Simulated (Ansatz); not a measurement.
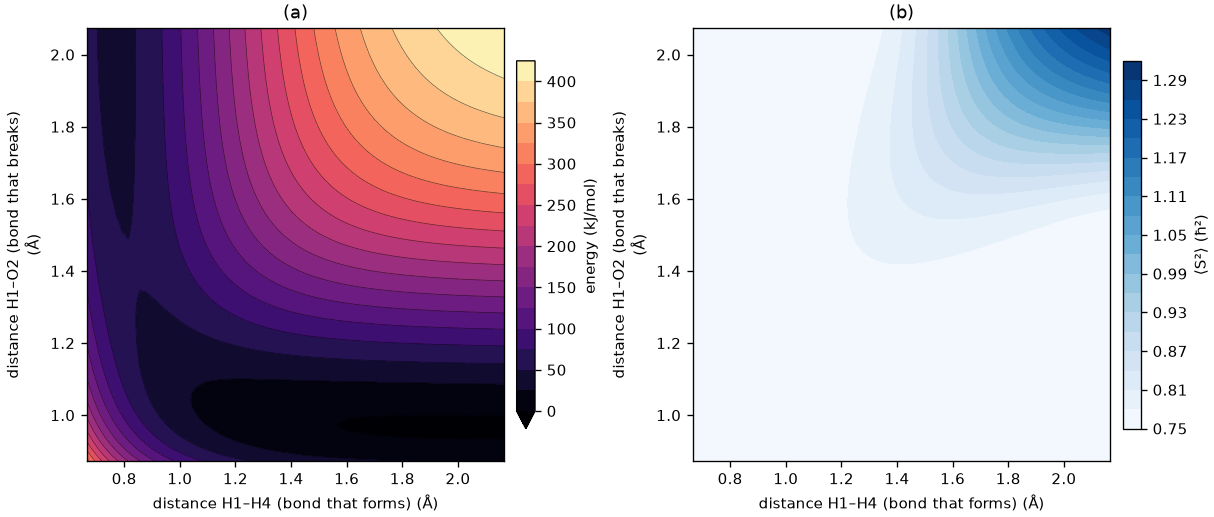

The reacting system H5OSi (fragments H₄OSi + H where the first distance is long, H₂ + H₃OSi where the second is long), spin multiplicity 2. 
- First axis: distance H1–H4 (bond that forms). Second axis: distance H1–O2 (bond that breaks).
- Relaxed at each point: all other coordinates.
- The scan uses a 12 × 12 grid.
- Points are written as (first, second).
- Energies: kJ/mol, counted from the lowest grid point.
- In part of the range the unrestricted reference is strongly spin-contaminated.
- The calculation used UKS B3LYP-D4/def2-SVP (Ansatz).

Panel (a) is the energy; panel (b) is the computed ⟨S²⟩, in ħ².

The picture shows filled contours. Between grid points the surface is interpolated.

Q: How does the ⟨S²⟩ vary over the map, and what is it at the lowest grid point?

A: Leaving out the highest fifth of the energies, it runs from 0.75 ħ² at (2.166 Å, 0.873 Å) to 0.81 ħ² at (1.519 Å, 1.555 Å). At the lowest grid point, (2.166 Å, 0.933 Å), it is 0.75 ħ². That point lies on the edge of the scan.
